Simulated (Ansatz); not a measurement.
# SnH(OtBu)3 (C₁₂H₂₈O₃Sn): Born-Oppenheimer dynamics

Aim: follow SnH(OtBu)3 (C₁₂H₂₈O₃Sn) for 15 steps with a Nosé-Hoover thermostat (1000 K) and see how far bonds stretch and how energy moves between motion and potential.

The runs use Ansatz 0.2.0, Gaussian basis; BLYP/def2-SVP with D4 dispersion.

### Step 1. The relaxed structure

The structure was relaxed beforehand with PBE-D4/def2-SVP. Sn takes the def2 core potential; no spin-orbit term is included.

44 atoms, charge 0, spin multiplicity 1.

Atoms are counted from 1 here; the program's logs count them from 0.

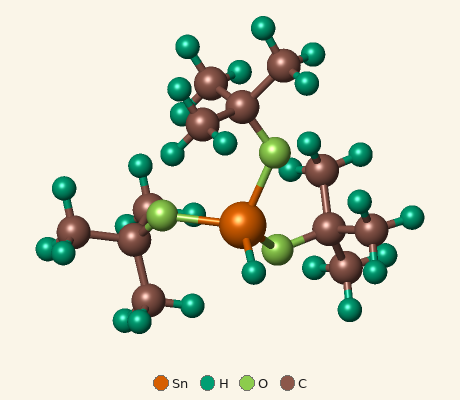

The geometry (tin orange, hydrogen teal, oxygen green, carbon brown).

### Step 2. Dynamics

The input, in.yaml:

```yaml
crystal:
  periodic: [false, false, false]
  atoms:
    - {symbol: Sn, position_ang: [-0.052830, -0.030940, 1.264335]}
    - {symbol: H, position_ang: [-0.102329, -0.067899, 2.994221]}
    - {symbol: O, position_ang: [1.848919, -0.179477, 0.606508]}
    - {symbol: C, position_ang: [2.620867, 0.962511, 0.176004]}
    - {symbol: C, position_ang: [2.512993, 2.100252, 1.203758]}
    - {symbol: C, position_ang: [4.063018, 0.445558, 0.089106]}
    - {symbol: C, position_ang: [2.122150, 1.434332, -1.198835]}
    - {symbol: H, position_ang: [3.160924, 2.957469, 0.928603]}
    - {symbol: H, position_ang: [1.470126, 2.482304, 1.253281]}
    - {symbol: H, position_ang: [2.821554, 1.746036, 2.208537]}
    - {symbol: H, position_ang: [4.401436, 0.084355, 1.080458]}
    - {symbol: H, position_ang: [4.752071, 1.244233, -0.252314]}
    - {symbol: H, position_ang: [4.122205, -0.399686, -0.624674]}
    - {symbol: H, position_ang: [1.071549, 1.779521, -1.120078]}
    - {symbol: H, position_ang: [2.170645, 0.604186, -1.931809]}
    - {symbol: H, position_ang: [2.735929, 2.274509, -1.583777]}
    - {symbol: O, position_ang: [-0.834509, 1.699740, 0.585319]}
    - {symbol: C, position_ang: [-2.141496, 1.791801, -0.022031]}
    - {symbol: C, position_ang: [-3.192773, 1.112251, 0.869705]}
    - {symbol: C, position_ang: [-2.412485, 3.298444, -0.128650]}
    - {symbol: C, position_ang: [-2.116038, 1.139029, -1.412888]}
    - {symbol: H, position_ang: [-4.215299, 1.239187, 0.458910]}
    - {symbol: H, position_ang: [-2.998592, 0.019820, 0.935403]}
    - {symbol: H, position_ang: [-3.175660, 1.548676, 1.889149]}
    - {symbol: H, position_ang: [-2.399005, 3.762377, 0.877449]}
    - {symbol: H, position_ang: [-3.398693, 3.492839, -0.596403]}
    - {symbol: H, position_ang: [-1.629111, 3.784314, -0.743253]}
    - {symbol: H, position_ang: [-1.894695, 0.056819, -1.317472]}
    - {symbol: H, position_ang: [-1.336332, 1.608246, -2.045854]}
    - {symbol: H, position_ang: [-3.092992, 1.248436, -1.926967]}
    - {symbol: O, position_ang: [-1.109041, -1.564873, 0.490643]}
    - {symbol: C, position_ang: [-0.489961, -2.758685, -0.036807]}
    - {symbol: C, position_ang: [0.541980, -3.310417, 0.959543]}
    - {symbol: C, position_ang: [-1.649501, -3.746946, -0.219511]}
    - {symbol: C, position_ang: [0.180540, -2.443236, -1.383002]}
    - {symbol: H, position_ang: [0.972032, -4.270220, 0.607186]}
    - {symbol: H, position_ang: [1.386750, -2.597794, 1.079054]}
    - {symbol: H, position_ang: [0.070190, -3.488186, 1.947453]}
    - {symbol: H, position_ang: [-2.141467, -3.944995, 0.753333]}
    - {symbol: H, position_ang: [-1.290117, -4.708543, -0.638281]}
    - {symbol: H, position_ang: [-2.406157, -3.323242, -0.908971]}
    - {symbol: H, position_ang: [0.995295, -1.705941, -1.234792]}
    - {symbol: H, position_ang: [-0.558732, -2.020469, -2.092593]}
    - {symbol: H, position_ang: [0.616642, -3.355719, -1.838986]}
basis:
  gaussian: {orbitals: def2-SVP}
hamiltonian: {xc: {name: BLYP}, dispersion: d4}
md: {timestep: 1 fs, n_steps: 15, ensemble: nvt_nose_hoover, temperature: 1000, initial_velocities: maxwell_boltzmann, seed: 175}
scf: {omitted_lower_state_checks: [starts]}
```

Command:

```sh
$ ansatz run in.yaml --threads 2 --pin off --events-out ev --progress --plain --max-ram 22528MiB --backend cuda --devices 0, --max-vram 18GiB
```

Standard output, cut to the lines that bear on the results:

```text
Functional definition: BLYP
  name "BLYP"
  cite "Becke, Phys. Rev. A 38, 3098 (1988) doi:10.1103/PhysRevA.38.3098"
  cite "Lee, Yang & Parr, Phys. Rev. B 37, 785 (1988) doi:10.1103/PhysRevB.37.785"
[...]
4240 factors; their error is unknown
[...]
mean field -24849.58165554 eV, -913.2052821897 hartree, gradient 2.6e-5 eV, S^2 0.000000; 0 other end points of the search recorded, 0 dependent functions left out
[...]
reference -24849.58222536 eV, -913.2053031304 hartree; 73, 73 occupied and 303, 303 virtual orbitals, 4240 factors
md step     0: t =     0.00 fs  T =  1000.0 K  F+E_penalty+E_count = -24852.43434069 eV  E_kin = 5.428920 eV  conserved = -24847.00542074 eV  (34 SCF iters)
[...]
md step     4: t =     4.00 fs  T =   610.3 K  F+E_penalty+E_count = -24850.24895476 eV  E_kin = 3.313014 eV  conserved = -24846.93701040 eV  (34 SCF iters, 5 dispersion substeps)
[...]
md step     8: t =     8.00 fs  T =   342.9 K  F+E_penalty+E_count = -24848.70671660 eV  E_kin = 1.861344 eV  conserved = -24846.85088296 eV  (34 SCF iters, 5 dispersion substeps)
[...]
md step    12: t =    12.00 fs  T =   697.1 K  F+E_penalty+E_count = -24850.74495799 eV  E_kin = 3.784468 eV  conserved = -24846.97617040 eV  (32 SCF iters, 5 dispersion substeps)
[...]
md step    14: t =    14.00 fs  T =   411.4 K  F+E_penalty+E_count = -24849.03792129 eV  E_kin = 2.233670 eV  conserved = -24846.82595352 eV  (33 SCF iters, 5 dispersion substeps)
[...]
Atom 28 at    -1.194771     1.762938    -2.039781 Å, force    -0.774163    -1.191153     0.919389 eV/Å
Atom 29 at    -2.910748     1.315613    -2.065380 Å, force     0.336236    -0.584968     0.371045 eV/Å
Atom 30 at    -1.118281    -1.561063     0.530797 Å, force     0.430753    -0.307951     0.276700 eV/Å
Atom 31 at    -0.417404    -2.728508     0.014526 Å, force    -0.843797    -0.502363    -0.254758 eV/Å
Atom 32 at     0.582597    -3.385063     1.053391 Å, force     0.907903    -1.528623    -1.786946 eV/Å
Atom 33 at    -1.556339    -3.738700    -0.239186 Å, force    -2.443621    -0.043960     3.234161 eV/Å
Atom 34 at    -0.040243    -2.384016    -1.471831 Å, force    -0.869899    -1.021619     3.045447 eV/Å
Atom 35 at     0.877517    -4.446060     0.592171 Å, force    -0.275355     1.807743     0.810091 eV/Å
Atom 36 at     1.551636    -2.872697     1.308077 Å, force    -0.520205     0.167446    -0.502955 eV/Å
Atom 37 at     0.096284    -3.630908     2.006897 Å, force    -0.470295     0.137232     0.138436 eV/Å
Atom 38 at    -2.272181    -3.840940     0.775200 Å, force     1.769583     0.062340    -2.106567 eV/Å
Atom 39 at    -1.215947    -4.745559    -0.508335 Å, force     0.095494    -0.208660    -0.245965 eV/Å
Atom 40 at    -2.257577    -3.309732    -0.977712 Å, force     0.036647    -0.280499    -0.119274 eV/Å
Atom 41 at     0.597450    -1.599043    -1.568227 Å, force     2.332941     2.993440    -0.172660 eV/Å
Atom 42 at    -0.986071    -2.170685    -1.887130 Å, force    -1.256144     0.548010    -1.117348 eV/Å
Atom 43 at     0.388508    -3.203414    -1.931304 Å, force     1.101726    -2.378348    -1.430612 eV/Å
Dipole moment:     0.180064    -0.105573    -0.186274 e Å
Checks for a lower state left out: starts
```

It took 62 s on 1 × H100 (card shared with other runs) with 2 threads of AMD EPYC 7R13, shared host.

### Step 3. Frames and traces

Step by step, with energies from the first frame:

| time (fs) | T (K) | potential (meV) | conserved (meV) | Sn1–H2 (Å) |
| --- | --- | --- | --- | --- |
| 0.0 | 1000 | 0.0 | 0.00 | 1.731 |
| 1.0 | 868 | 754.5 | 37.99 | 1.670 |
| 2.0 | 616 | 2247.9 | 165.02 | 1.619 |
| 3.0 | 529 | 2716.4 | 158.36 | 1.584 |
| 4.0 | 610 | 2185.4 | 68.41 | 1.574 |
| 5.0 | 651 | 1951.3 | 56.65 | 1.591 |
| 6.0 | 578 | 2372.3 | 80.04 | 1.630 |
| 7.0 | 443 | 3141.3 | 111.32 | 1.684 |
| 8.0 | 343 | 3727.6 | 154.54 | 1.746 |
| 9.0 | 388 | 3487.0 | 157.63 | 1.806 |
| 10.0 | 573 | 2414.5 | 89.41 | 1.860 |
| 11.0 | 730 | 1503.1 | 26.19 | 1.903 |
| 12.0 | 697 | 1689.4 | 29.25 | 1.935 |
| 13.0 | 509 | 2813.0 | 129.58 | 1.953 |
| 14.0 | 411 | 3396.4 | 179.47 | 1.957 |
| 15.0 | 510 | 2773.3 | 87.15 | 1.947 |

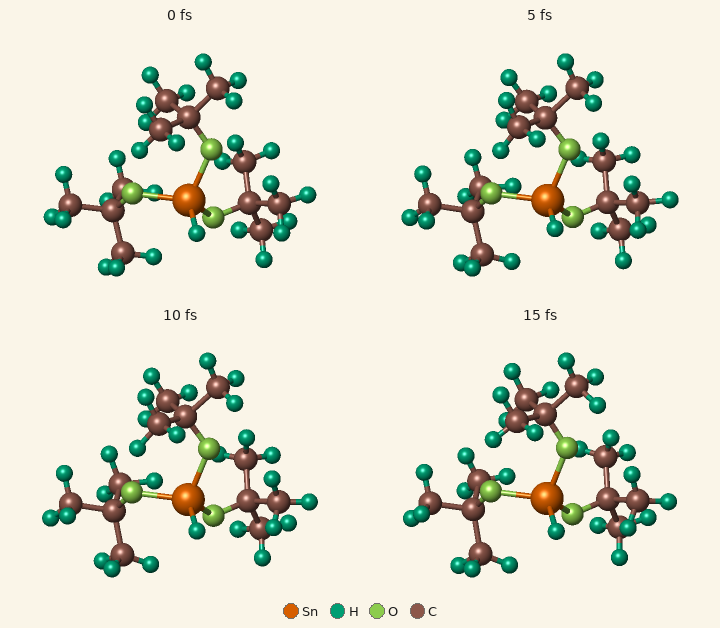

Four frames; sticks are those of the first frame.

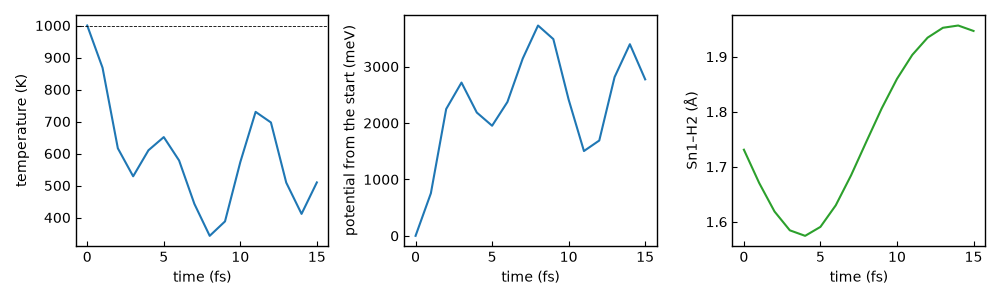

Temperature (the set value dashed), potential energy and the bond that swings most.

Positions (Å) and forces (eV/Å) at 15.0 fs:

```xyz
44

Sn   -0.037   -0.049    1.285   -0.824    0.450    1.971
H    -0.244    0.039    3.219    0.319   -0.185   -1.380
O     1.834   -0.129    0.626    0.689   -0.360   -0.835
C     2.635    0.977    0.115    0.284    0.462    0.720
C     2.501    2.124    1.201    2.615   -1.638   -0.238
C     4.122    0.419    0.013   -1.146    1.969    2.495
C     2.116    1.567   -1.215    1.930   -1.526   -0.095
H     3.407    2.837    1.145   -1.158   -0.649    0.314
H     1.591    2.604    0.918   -1.177    0.910    0.514
H     2.481    1.488    2.143    0.011    1.316   -0.259
H     4.371   -0.009    1.061    0.053    0.615   -1.382
H     4.782    1.282   -0.304   -0.181   -0.770    0.371
H     4.127   -0.351   -0.697    0.254   -1.638   -1.464
H     1.386    2.302   -1.070   -1.708    1.374    0.314
H     1.772    0.837   -1.938   -0.413   -0.785   -0.304
H     2.969    2.029   -1.712    0.456    0.545   -0.271
O    -0.928    1.634    0.666    0.355    0.175    0.095
C    -2.155    1.736   -0.069   -0.397    0.606    0.272
C    -3.343    1.164    0.729   -0.618    2.131    0.929
C    -2.371    3.300   -0.132    1.232    0.127    2.022
C    -1.982    1.119   -1.450    0.537    1.221   -1.916
H    -4.321    1.298    0.205    0.199    0.692    0.089
H    -3.425    0.131    0.929    0.893   -2.133    0.290
H    -3.333    1.709    1.749   -0.373   -0.610   -1.155
H    -2.020    3.716    0.928   -1.073   -0.684   -1.688
H    -3.379    3.646   -0.402   -0.245   -0.096    0.047
H    -1.638    3.757   -0.799    0.290    0.118   -0.595
H    -1.680    0.033   -1.450   -0.361    0.695    0.080
H    -1.195    1.763   -2.040   -0.774   -1.191    0.919
H    -2.911    1.316   -2.065    0.336   -0.585    0.371
O    -1.118   -1.561    0.531    0.431   -0.308    0.277
C    -0.417   -2.729    0.015   -0.844   -0.502   -0.255
C     0.583   -3.385    1.053    0.908   -1.529   -1.787
C    -1.556   -3.739   -0.239   -2.444   -0.044    3.234
C    -0.040   -2.384   -1.472   -0.870   -1.022    3.045
H     0.878   -4.446    0.592   -0.275    1.808    0.810
H     1.552   -2.873    1.308   -0.520    0.167   -0.503
H     0.096   -3.631    2.007   -0.470    0.137    0.138
H    -2.272   -3.841    0.775    1.770    0.062   -2.107
H    -1.216   -4.746   -0.508    0.095   -0.209   -0.246
H    -2.258   -3.310   -0.978    0.037   -0.280   -0.119
H     0.597   -1.599   -1.568    2.333    2.993   -0.173
H    -0.986   -2.171   -1.887   -1.256    0.548   -1.117
H     0.389   -3.203   -1.931    1.102   -2.378   -1.431
```

### Step 4. What came out

```
                              quantity                          value
                                length             15 steps of 1.0 fs
     temperature, first and last frame                    1000, 510 K
              temperature, second half  mean 520 K, from 343 to 730 K
                swing of the potential                       3728 meV
largest change of the conserved energy                     179.47 meV
                       range of Sn1–H2               1.574 to 1.957 Å
```

**Reading.** From 1000 K at the start the temperature swings between 343 and 1000 K: with 44 atoms it has no steady value yet; starting near a minimum, about half of the kinetic energy flows into the potential. The conserved energy moves by 179.47 meV, 4.8 % of the potential's swing. Sn1–H2 swings most, by 0.38 Å; no bond breaks. A run of 15 fs gives no averages.
